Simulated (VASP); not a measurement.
# Driving VASP from ASE on TiAs, part 4 of 4

Do ASE scripts that read TiAs from different structure formats give one answer, and do several routes find one equilibrium volume? All runs use PBEsol. Left out of this account: 1 further run (fields: a reference on another mesh). The start is a computed cell from the Materials Project.

VASP 6.6.1; PBEsol; plane waves and PAW (Ti_sv, As).

So far. Step 4 (Full relaxation (PBEsol, through ASE)): It ends with a largest force of 0.005 eV/Å and a pressure of -0.07 GPa. Step 5 (Energy against volume, from ASE (PBEsol)): The fitted volume lies +0.18 % from the relaxed one.

## 6. BFGS in ASE (PBEsol)

Here ASE drives the relaxation and calls VASP for forces and stress at each step.

run.py

```python
import numpy as np
from ase.calculators.vasp import Vasp
from ase import Atoms
from ase.optimize import BFGS
from ase.filters import FrechetCellFilter

atoms = Atoms(['Ti', 'Ti', 'Ti', 'Ti', 'As', 'As', 'As', 'As'],
              cell=[[3.6444535, 0.0, 0.0], [-1.82222675, 3.15618932, 0.0], [0.0, 0.0, 12.04348028]],
              scaled_positions=[[0.33333333, 0.66666667, 0.11749296], [0.66666667, 0.33333333, 0.61749296], [0.66666667, 0.33333333, 0.88250704], [0.33333333, 0.66666667, 0.38250704], [0.0, 0.0, 0.0], [0.0, 0.0, 0.5], [0.33333333, 0.66666667, 0.75], [0.66666667, 0.33333333, 0.25]],
              pbc=True)

calc = Vasp(
    xc='pbesol',
    pp='PBE',
    prec='Accurate',
    encut=400,
    ediff=1e-06,
    nelm=100,
    ismear=-1,
    sigma=0.05,
    lreal=False,
    algo='Normal',
    nbands=42,
    lasph=True,
    lorbit=11,
    lwave=False,
    lcharg=False,
    kpar=8,
    isif=2,
    pp_version='64',
    setups={'Ti': '_sv', 'As': ''},
    kpts=(10, 10, 3),
    gamma=True,
    txt='vasp.out',
)
atoms.calc = calc

BFGS(FrechetCellFilter(atoms)).run(fmax=0.02, steps=30)
print("cell (A, degrees):", np.round(atoms.cell.cellpar(), 4))
print("volume (A^3):", round(atoms.get_volume(), 4))
print("energy (eV):", round(atoms.get_potential_energy(), 6))
print("Fermi level (eV):", round(calc.get_fermi_level(), 4))
print("forces (eV/A):")
print(np.round(atoms.get_forces(), 4))
print("stress (GPa, Voigt, tension positive):", np.round(atoms.get_stress() * 160.21766, 3))
```

The projector-augmented-wave data sets are Ti_sv and As (PBE family, release 64).

Launch:

```
> export ASE_VASP_COMMAND="mpirun -np 8 vasp_std"
> python run.py
```

Log:

```text
Step     Time          Energy          fmax
BFGS:    0 --:--:--      -61.626570        0.417259
BFGS:    1 --:--:--      -61.633177        0.389603
BFGS:    2 --:--:--      -61.668790        0.102535
BFGS:    3 --:--:--      -61.669455        0.077667
BFGS:    4 --:--:--      -61.670341        0.029031
BFGS:    5 --:--:--      -61.670308        0.023515
BFGS:    6 --:--:--      -61.670236        0.028684
BFGS:    7 --:--:--      -61.670148        0.032335
BFGS:    8 --:--:--      -61.670126        0.033294
BFGS:    9 --:--:--      -61.670135        0.027989
BFGS:   10 --:--:--      -61.670295        0.014634
cell (A, degrees): [  3.6003   3.6003  11.9529  90.      90.     120.    ]
volume (A^3): 134.176
energy (eV): -61.657061
Fermi level (eV): 8.1225
forces (eV/A):
[[-0.      0.     -0.0015]
 [-0.      0.     -0.0015]
 [-0.     -0.      0.0015]
 [ 0.     -0.      0.0015]
 [ 0.      0.      0.    ]
 [ 0.      0.      0.    ]
 [ 0.      0.      0.    ]
 [ 0.      0.     -0.    ]]
stress (GPa, Voigt, tension positive): [-0.1  -0.1  -0.14  0.   -0.    0.  ]
```

Run time: 1.9 min. Hardware: 8 MPI ranks of Intel Xeon 6975P-C (Granite Rapids), shared host; peak memory 2.1 GiB; 14 min of CPU time.

The INCAR that ASE wrote:

```
ENCUT = 400.000000
SIGMA = 0.050000
EDIFF = 1.00e-06
ALGO = Normal
GGA = PS
PREC = Accurate
ISIF = 2
ISMEAR = -1
KPAR = 8
LORBIT = 11
NBANDS = 42
NELM = 100
LASPH = .TRUE.
LCHARG = .FALSE.
LWAVE = .FALSE.
LREAL = .FALSE.
```

ASE turned this into the KPOINTS:

```
KPOINTS created by Atomic Simulation Environment
0
Gamma
10 10 3
0 0 0
```

vasp.out (the last of its runs):

```text
[... set-up lines as in an earlier step ...]
 entering main loop
       N       E                     dE             d eps       ncg     rms          rms(c)
DAV:   1     0.760471974499E+03    0.76047E+03   -0.28741E+04  2352   0.152E+03
DAV:   2     0.435398349450E+02   -0.71693E+03   -0.70137E+03  2352   0.492E+02
DAV:   3    -0.589739386205E+02   -0.10251E+03   -0.10074E+03  3644   0.161E+02
DAV:   4    -0.701572564275E+02   -0.11183E+02   -0.11140E+02  3544   0.476E+01
DAV:   5    -0.707113384542E+02   -0.55408E+00   -0.55361E+00  3456   0.101E+01    0.238E+01
DAV:   6    -0.620018827894E+02    0.87095E+01   -0.73067E+01  3072   0.517E+01    0.614E+00
DAV:   7    -0.617102171406E+02    0.29167E+00   -0.82928E+00  3250   0.170E+01    0.432E+00
DAV:   8    -0.616708293557E+02    0.39388E-01   -0.62399E-01  3178   0.418E+00    0.940E-01
DAV:   9    -0.616692165097E+02    0.16128E-02   -0.10076E-01  3464   0.205E+00    0.414E-01
DAV:  10    -0.616703729396E+02   -0.11564E-02   -0.45573E-03  3428   0.474E-01    0.763E-02
DAV:  11    -0.616703068115E+02    0.66128E-04   -0.83167E-04  3768   0.185E-01    0.358E-02
DAV:  12    -0.616702993093E+02    0.75022E-05   -0.14852E-04  3486   0.709E-02    0.146E-02
DAV:  13    -0.616702944216E+02    0.48877E-05   -0.18597E-05  3296   0.310E-02    0.219E-03
DAV:  14    -0.616702948445E+02   -0.42291E-06   -0.63608E-07  1992   0.662E-03
   1 F= -.61670295E+02 E0= -.61657061E+02  d E =-.264682E-01
```

Parts of OUTCAR (step 6):

```text
   ENCUT  =  400.0 eV  29.40 Ry    5.42 a.u.   5.87  5.87 19.49*2*pi/ulx,y,z

   NELECT =      68.0000    total number of electrons

 E-fermi :   8.1225

 k-point     1 :       0.0000    0.0000    0.0000
  band No.  band energies     occupation
    ...
     30       7.3189      2.00000
     31       7.8493      1.99156
     32       7.8493      1.99156
     33       7.9569      1.92959
     34       7.9569      1.92959
     35       8.5479      0.00040
     36       8.5479      0.00040
     37       8.6458      0.00006
     38       8.6458      0.00006
     39       8.8043      0.00000
    ...

  Total        0.0835971      0.0835971      0.1170754     -0.0000000     -0.0000000      0.0000000
  in kB        0.9982212      0.9982212      1.3979817     -0.0000000     -0.0000000      0.0000000
  external PRESSURE =       1.1314747 kB  Pullay stress =       0.0000000 kB

 POSITION                                       TOTAL-FORCE (eV/Angst)
 -----------------------------------------------------------------------------------
     -0.00000      2.07862      1.40025        -0.000000      0.000000     -0.001458
      1.80013      1.03931      7.37672        -0.000000      0.000000     -0.001458
      1.80013      1.03931     10.55267        -0.000000     -0.000000      0.001458
     -0.00000      2.07862      4.57621         0.000000     -0.000000      0.001458
      0.00000      0.00000      0.00000         0.000000      0.000000      0.000000
      0.00000     -0.00000      5.97646         0.000000      0.000000      0.000000
     -0.00000      2.07862      8.96469         0.000000      0.000000      0.000000
      1.80013      1.03931      2.98823         0.000000      0.000000     -0.000000
 -----------------------------------------------------------------------------------
    total drift:                               -0.000019      0.000019     -0.000000

  FREE ENERGIE OF THE ION-ELECTRON SYSTEM (eV)
  ---------------------------------------------------
  free  energy   TOTEN  =       -61.6702948445 eV

  energy  without entropy=      -61.6438266550  energy(sigma->0) =      -61.65706075

[... 4 parts as in an earlier step ...]

[... 12 further parts left out ...]
```

This step gave:

```yaml
optimizer_steps: 10
volume_after_bfgs: 16.77 Å³/atom
```

## 7. A single point (PBEsol, through ASE), changed input

A single point gives energy, forces and stress at these settings. Some settings are moved from the usual, to see what they do.

run.py, as its differences from that of step 6:

```diff
@@ -3,4 +3,3 @@
 from ase import Atoms
-from ase.optimize import BFGS
-from ase.filters import FrechetCellFilter
+from ase.dft.bandgap import bandgap
 
@@ -18,4 +17,4 @@
     nelm=100,
-    ismear=-1,
-    sigma=0.05,
+    ismear=1,
+    sigma=0.005,
     lreal=False,
@@ -37,5 +36,2 @@
 
-BFGS(FrechetCellFilter(atoms)).run(fmax=0.02, steps=30)
-print("cell (A, degrees):", np.round(atoms.cell.cellpar(), 4))
-print("volume (A^3):", round(atoms.get_volume(), 4))
 print("energy (eV):", round(atoms.get_potential_energy(), 6))
@@ -45 +41,3 @@
 print("stress (GPa, Voigt, tension positive):", np.round(atoms.get_stress() * 160.21766, 3))
+gap, p1, p2 = bandgap(calc, direct=False)
+print("gap on the mesh (eV):", round(gap, 4))
```

Log:

```text
energy (eV): -61.614316
Fermi level (eV): 7.7499
forces (eV/A):
[[ 0.     0.    -0.065]
 [-0.    -0.    -0.065]
 [ 0.    -0.     0.065]
 [-0.     0.     0.065]
 [ 0.     0.     0.   ]
 [ 0.     0.     0.   ]
 [-0.    -0.     0.   ]
 [ 0.     0.     0.   ]]
stress (GPa, Voigt, tension positive): [ 3.899  3.899  3.632 -0.    -0.    -0.   ]
gap on the mesh (eV): 0.0
```

Elapsed: 11 s, on 8 MPI ranks; peak memory 2.1 GiB; 80 s of CPU time.

ASE turned this into the INCAR:

```
ENCUT = 400.000000
SIGMA = 0.005000
EDIFF = 1.00e-06
ALGO = Normal
GGA = PS
PREC = Accurate
ISIF = 2
ISMEAR = 1
KPAR = 8
LORBIT = 11
NBANDS = 42
NELM = 100
LASPH = .TRUE.
LCHARG = .FALSE.
LWAVE = .FALSE.
LREAL = .FALSE.
```

ASE turned this into the KPOINTS:

```
KPOINTS created by Atomic Simulation Environment
0
Gamma
10 10 3
0 0 0
```

VASP's own log, vasp.out:

```text
[... set-up lines as in an earlier step ...]
 entering main loop
       N       E                     dE             d eps       ncg     rms          rms(c)
DAV:   1     0.752499782367E+03    0.75250E+03   -0.28798E+04  2352   0.151E+03
DAV:   2     0.423052286453E+02   -0.71019E+03   -0.69514E+03  2352   0.488E+02
DAV:   3    -0.594804143334E+02   -0.10179E+03   -0.99997E+02  3648   0.159E+02
DAV:   4    -0.703767926469E+02   -0.10896E+02   -0.10862E+02  3520   0.468E+01
DAV:   5    -0.709737223993E+02   -0.59693E+00   -0.59637E+00  3536   0.103E+01    0.231E+01
DAV:   6    -0.620222590702E+02    0.89515E+01   -0.77197E+01  3040   0.519E+01    0.616E+00
DAV:   7    -0.616606662055E+02    0.36159E+00   -0.92369E+00  3248   0.176E+01    0.409E+00
DAV:   8    -0.616158124464E+02    0.44854E-01   -0.69055E-01  3220   0.433E+00    0.102E+00
DAV:   9    -0.616132231886E+02    0.25893E-02   -0.11135E-01  3502   0.217E+00    0.399E-01
DAV:  10    -0.616143685292E+02   -0.11453E-02   -0.43553E-03  3390   0.459E-01    0.713E-02
DAV:  11    -0.616143276354E+02    0.40894E-04   -0.86409E-04  3742   0.184E-01    0.338E-02
DAV:  12    -0.616143168808E+02    0.10755E-04   -0.12653E-04  3472   0.620E-02    0.100E-02
DAV:  13    -0.616143125580E+02    0.43228E-05   -0.15437E-05  3376   0.279E-02    0.321E-03
DAV:  14    -0.616143133749E+02   -0.81688E-06   -0.54231E-07  1942   0.625E-03
   1 F= -.61614313E+02 E0= -.61614316E+02  d E =0.742363E-05
```

OUTCAR, selected parts (step 7):

```text
   NELECT =      68.0000    total number of electrons

 E-fermi :   7.7499

 k-point     1 :       0.0000    0.0000    0.0000
  band No.  band energies     occupation
    ...
     30       7.0176      2.00000
     31       7.5107      2.00000
     32       7.5107      2.00000
     33       7.6206      2.00000
     34       7.6206      2.00000
     35       8.1844      0.00000
     36       8.1844      0.00000
     37       8.2583      0.00000
     38       8.2583      0.00000
     39       8.4370      0.00000
    ...

  Total       -3.3711155     -3.3711155     -3.1402570      0.0000000      0.0000000      0.0000000
  in kB      -38.9885199    -38.9885201    -36.3185340      0.0000000      0.0000000      0.0000000
  external PRESSURE =     -38.0985247 kB  Pullay stress =       0.0000000 kB

 POSITION                                       TOTAL-FORCE (eV/Angst)
 -----------------------------------------------------------------------------------
     -0.00000      2.10413      1.41502         0.000000      0.000000     -0.064988
      1.82223      1.05206      7.43676        -0.000000     -0.000000     -0.064988
      1.82223      1.05206     10.62846         0.000000     -0.000000      0.064988
     -0.00000      2.10413      4.60672        -0.000000      0.000000      0.064988
      0.00000      0.00000      0.00000         0.000000      0.000000      0.000000
      0.00000      0.00000      6.02174         0.000000      0.000000      0.000000
     -0.00000      2.10413      9.03261        -0.000000     -0.000000      0.000000
      1.82223      1.05206      3.01087         0.000000      0.000000      0.000000
 -----------------------------------------------------------------------------------
    total drift:                               -0.000059      0.000034     -0.000018

  FREE ENERGIE OF THE ION-ELECTRON SYSTEM (eV)
  ---------------------------------------------------
  free  energy   TOTEN  =       -61.6143133749 eV

  energy  without entropy=      -61.6143207985  energy(sigma->0) =      -61.61431585

[... 8 parts as in an earlier step ...]

[... 9 further parts left out ...]
```

Numbers from this step:

| Item | Value |
| --- | --- |
| free energy (TOTEN) | -61.6143 eV |
| Fermi energy | 7.750 eV |
| pressure | -3.810 GPa |

Force by atom:

```csv
atom,x (eV/Å),y (eV/Å),z (eV/Å),size
Ti1,0.0000,0.0000,-0.0650,0.0650
Ti2,0.0000,0.0000,-0.0650,0.0650
Ti3,0.0000,0.0000,0.0650,0.0650
Ti4,0.0000,0.0000,0.0650,0.0650
As5,0.0000,0.0000,0.0000,0.0000
As6,0.0000,0.0000,0.0000,0.0000
As7,0.0000,0.0000,0.0000,0.0000
As8,0.0000,0.0000,0.0000,0.0000
```

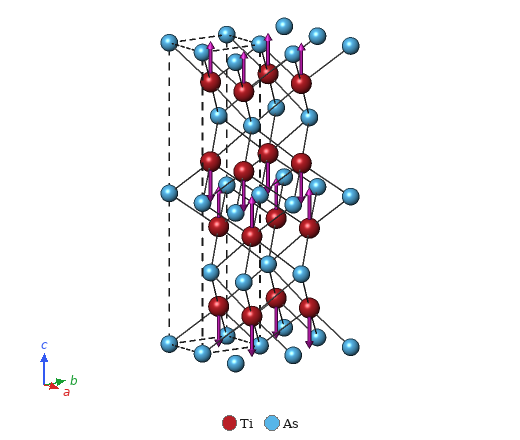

Force as arrows, the longest 0.0650 eV/Å. Bonds to atoms that aren't drawn are left out. 2×2×1 cells are drawn. Some periodic images of atoms are drawn too.

The pressure is -3.81 GPa and the largest force 0.065 eV/Å, so the cell is not at a minimum at these settings.

## 8. Side by side

| run | atoms | mesh | energy (eV/atom) | pressure (GPa) |
| --- | --- | --- | --- | --- |
| ASE, structure read from an extended xyz file | 8 | 10×10×3 | -7.70159 | -3.786 |
| ASE, structure read from a CIF with its space group | 8 | 7×7×2 | -7.70061 | -3.800 |

## 9. Results

- energy, ASE, structure read from an extended xyz file: -7.70159 eV/atom
- energy, ASE, structure read from a CIF with its space group: -7.70061 eV/atom
- volume from VASP's own relaxation: 16.80 Å³/atom
- volume from the fit of the ASE volume loop: 16.83 Å³/atom
- volume from BFGS in ASE: 16.77 Å³/atom

With the structure read from a CIF with its space group, ASE's run differs from the first script by +1.0 meV an atom, which comes from its other mesh. The routes to the equilibrium volume agree within 0.34 %. VASP's relaxation keeps the plane waves of its start, while ASE starts VASP afresh at each cell, and a loop at fixed shape can't relax anything but the volume.

[Lines on the potential files, build, host, timing and source positions are cut from VASP's logs without a mark.]

[Logs are printed without paths, hosts, clocks, repeated set-up lines and the standing remarks that a program may print on its own settings, such as how far it seeks lower states.]

[Hosts, paths, dates, database ids (printed as entryN), source tags and the programs' standing remarks are cut or masked in the printed files.]

[A measured line is paired with the nearest computed mode of its activity, which favours agreement.]
